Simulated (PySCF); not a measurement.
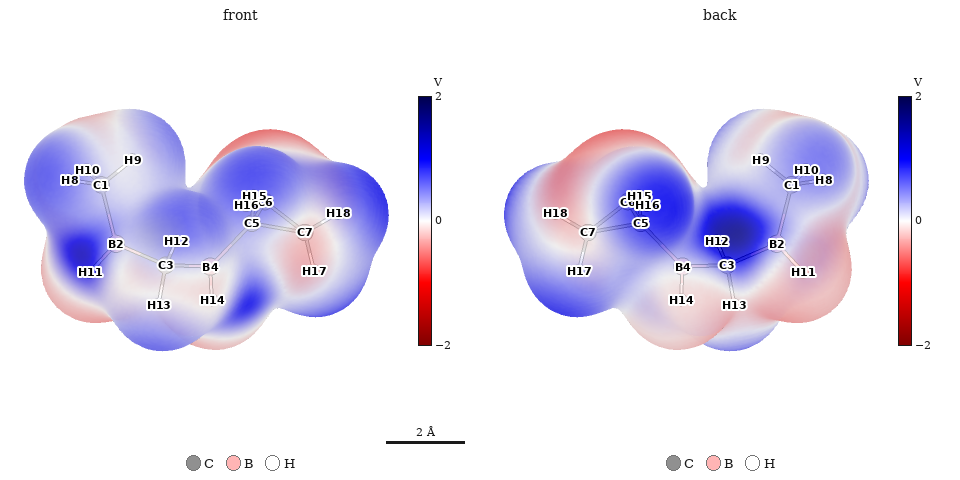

The picture shows: C5H11B2 (doublet). The electrostatic potential painted on the density surface at 0.002 e/bohr³, seen from the front and from behind; red is negative and blue positive.

Geometry: GFN2-xTB.

The calculation used PySCF 2.14.0, density-fitted response routines, UKS B3LYP, pcH-1 on B C H, non-relativistic, mean-field spin-orbit, GIAO.

```xyz
18

C    -2.6003    0.6423   -0.5274
B    -1.9000   -0.7646   -0.5921
C    -0.7817   -1.1612    0.4408
B     0.5997   -0.8538   -0.2537
C     1.3917    0.4363    0.0802
C     1.9510    1.2066   -1.0454
C     2.9085    0.5368   -0.1908
H    -3.5907    0.5239   -0.0843
H    -2.0704    1.3771    0.0735
H    -2.7681    1.0685   -1.5152
H    -2.2203   -1.5284   -1.4236
H    -0.8875   -0.6110    1.3749
H    -0.8373   -2.2296    0.6491
H     1.0321   -1.5856   -1.0629
H     1.0679    1.0303    0.9308
H     1.7736    1.1385   -2.0977
H     3.4429   -0.3357   -0.5543
H     3.4802    1.1161    0.5217
```

### Which sites attract a positive test charge, and which a negative one?

A positive charge is drawn to the negative regions and a negative charge to the positive ones. The most negative region (about −0.5 V) lies over C6, the most positive (about +1.4 V) over B2 and B4.
